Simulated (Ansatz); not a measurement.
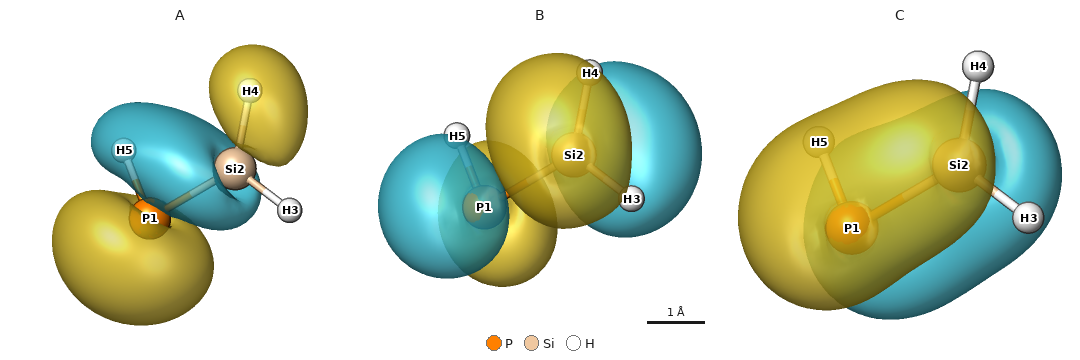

Figure. H3PSi (SMILES [SiH2]=P). Three frontier orbitals at ±0.08 Å⁻³ᐟ² (yellow and cyan are the two phases), in no order.

Geometry: B3LYP-D3(BJ)/def2-SVP.

Level of theory: Ansatz, isolated molecule in a Gaussian basis; Kohn-Sham density functional theory, functional PBE0.

```yaml
atoms:
  - { symbol: P, position_ang: [-0.5394, -0.4224, -1.5269] }
  - { symbol: Si, position_ang: [-0.3638, -0.1074, 0.5204] }
  - { symbol: H, position_ang: [-1.4237, -0.5424, 1.4674] }
  - { symbol: H, position_ang: [0.7723, 0.5482, 1.2240] }
  - { symbol: H, position_ang: [0.7340, 0.2019, -1.7411] }
```

Question: Order the three orbitals by energy and name them.

Answer: A is the HOMO−1 (−8.13 eV). Its weight (Hirshfeld) is mainly on P1 (about 70 %), Si2 (about 20 %) and H4 (about 5 %); it is symmetric in the molecular plane (an in-plane orbital: σ, lone-pair or in-plane π type). C is the HOMO (−6.87 eV). It lies mainly on P1 (about 60 %) and Si2 (about 35 %); it changes sign across the molecular plane (π type); π-bonding across P1–Si2. B is the LUMO (−2.24 eV). It lies mainly on Si2 (about 55 %) and P1 (about 35 %); it changes sign across the molecular plane (π type); π-antibonding (a node) across P1–Si2.

Question: What is the HOMO–LUMO gap?

Answer: 4.63 eV between the orbital energies.
